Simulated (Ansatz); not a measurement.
**GeF2 (SMILES [F][Ge][F]): MP2/def2-TZVPP**

What is the energy change on altering one bond length of GeF2 at MP2/def2-TZVPP? 

The calculation is run with Ansatz 0.2.0.

32 further runs of the same task are left out: 32 set aside as unsound or not needed.

**1. The system as given**

GeF2 has 3 atoms, charge 0, and is taken as a singlet. SMILES: `[F][Ge][F]`. Geometry: relaxed at PBE0-D4/def2-TZVP.

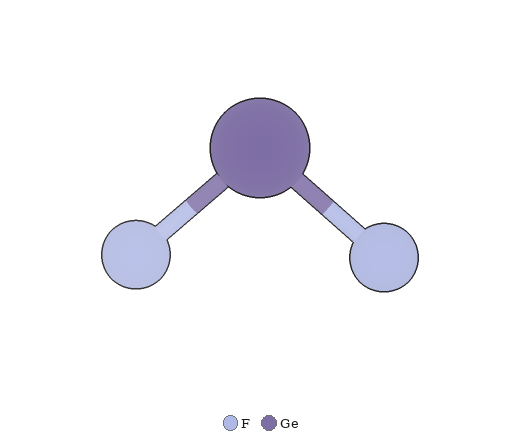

Viewed from a chosen angle; fluorine light blue, germanium purple.

**2. A single-point energy at MP2/def2-TZVPP**

job.yaml reads:

```yaml
crystal:
  periodic: [false, false, false]
  atoms:
    - symbol: F
      position_ang: [-0.675900, -1.101800, -0.497500]
    - symbol: Ge
      position_ang: [0.637500, -0.295200, 0.320200]
    - symbol: F
      position_ang: [0.027600, 1.332100, 0.164100]
basis:
  gaussian:
    orbitals: def2-TZVPP
correlation:
  method: mp2
  frozen_orbitals: {F: 1, Ge: 9}
accuracy: high
```

Command:

```bash
$ ansatz run job.yaml --threads 1 --pin off --max-ram 3480MiB --events-out events.jsonl --progress --plain --runs-dir runs
```

The log of the run:

```text
Warning: RAYON_NUM_THREADS=1 ignored (pool sized by the plan → 1); use --threads N
Functional definition: HF
  name "HF"
  exchange = exact_x
  correlation = 0
1632 factors; integrals over basis functions are off by at most 5.2e-9 eV
mean field evaluation 1: about -61887.0268 eV, gradient 4.1e1 eV
mean field evaluation 2: about -61887.0961 eV, gradient 4.1e1 eV
mean field evaluation 4: about -61889.9672 eV, gradient 2.1e0 eV
mean field evaluation 8: about -61889.9950 eV, gradient 3.2e-1 eV
mean field evaluation 16: about -61889.9954 eV, gradient 2.3e-8 eV
mean field -61889.99540901 eV, -2274.4153807354 hartree, gradient 2.4e-8 eV, S^2 0.000000; 0 other end points of the search recorded, 0 dependent functions left out
11 core orbitals not correlated: weight in the atoms' cores, before any rotation towards them, 1.000 or more for the frozen orbitals, at most 0.000 for the correlated occupied ones
reference -61889.99540901 eV, -2274.4153807354 hartree; 14, 14 occupied and 85, 85 virtual orbitals, 1632 factors
second order -19.81765853 eV of doubles, -0.00000000 eV of singles
Total energy: -61909.81306753 eV, -2275.1436662533 hartree
```

Run time: 3.9 s. Hardware: 1 thread of Intel Xeon 6975P-C (Granite Rapids), shared host; peak memory 0.28 GiB.

**3. The distorted shape at the same level**

in.yaml reads:

```yaml
crystal:
  periodic: [false, false, false]
  atoms:
    - {symbol: F, position_ang: [-0.872912, -1.222792, -0.620157]}
    - {symbol: Ge, position_ang: [0.637500, -0.295200, 0.320200]}
    - {symbol: F, position_ang: [0.027600, 1.332100, 0.164100]}
basis:
  gaussian: {orbitals: def2-TZVPP}
correlation: {method: mp2, frozen_orbitals: {F: 1, Ge: 9}}
accuracy: high
```

Command:

```bash
$ ansatz run in.yaml --threads 1 --pin off --max-ram 3480MiB --events-out events.jsonl --progress --plain --runs-dir runs
```

The log of the run:

```text
Warning: RAYON_NUM_THREADS=1 ignored (pool sized by the plan → 1); use --threads N
[... 4 set-up lines as earlier in the session ...]
1615 factors; integrals over basis functions are off by at most 5.7e-9 eV
mean field evaluation 1: about -61885.5612 eV, gradient 4.4e1 eV
mean field evaluation 2: about -61885.6200 eV, gradient 4.5e1 eV
mean field evaluation 4: about -61889.1956 eV, gradient 2.4e0 eV
mean field evaluation 8: about -61889.2342 eV, gradient 4.2e-1 eV
mean field evaluation 16: about -61889.2352 eV, gradient 1.3e-8 eV
mean field -61889.23521454 eV, -2274.3874441039 hartree, gradient 3.2e-8 eV, S^2 0.000000; 0 other end points of the search recorded, 0 dependent functions left out
11 core orbitals not correlated: weight in the atoms' cores, before any rotation towards them, 1.000 or more for the frozen orbitals, at most 0.000 for the correlated occupied ones
reference -61889.23521454 eV, -2274.3874441039 hartree; 14, 14 occupied and 85, 85 virtual orbitals, 1615 factors
second order -19.97546858 eV of doubles, -0.00000000 eV of singles
Total energy: -61909.21068312 eV, -2275.1215290345 hartree
```

Wall time 3.9 s (1 thread of Intel Xeon 6975P-C (Granite Rapids), shared host); peak memory 0.28 GiB.

**4. Results**

At MP2/def2-TZVPP, 11 core orbitals frozen:

| quantity | value |
| --- | --- |
| first shape: total energy | -2275.14367 Eh |
| first shape: correlation energy (11 core orbitals frozen) | -728.3 mEh |
| distorted shape: total energy | -2275.12153 Eh |
| distorted shape: correlation energy (11 core orbitals frozen) | -734.1 mEh |
| energy change with the F1–Ge2 bond stretched from 1.745 to 2.007 Å | 0.602 eV |

**Reading.** With the F1–Ge2 bond stretched from 1.745 to 2.007 Å the energy rises by 0.60 eV (13.9 kcal/mol). The first shape isn't relaxed at this level, so the change isn't measured from a minimum.
